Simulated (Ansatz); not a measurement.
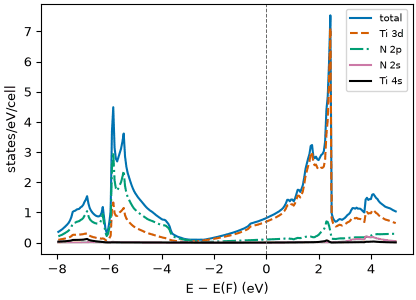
*Total and projected density of states of TiN (rock salt, space group No. 225), r²SCAN in the plane-wave PAW code Ansatz*

Question: Which orbitals carry the states next to the Fermi level?

Answer: Within 0.5 eV of the Fermi level: Ti 3d 85 %, N 2p 13 %. Projections are on Löwdin-orthogonalised atomic valence shells; empty p or d shells of many metals are not among them.

Question: Where is the tallest occupied peak in this window, and what makes it?

Answer: Near -5.8 eV, about 4.5 states/eV per cell; the largest projected share is N 2p.

Space group Fm-3m (rock salt). The r²SCAN relaxation kept the symmetry of its start. No spin polarisation was allowed. With an odd number of electrons in the cell and no spin polarisation, the count alone makes it a metal.

Potentials: the earlier of the program's two PAW sets.
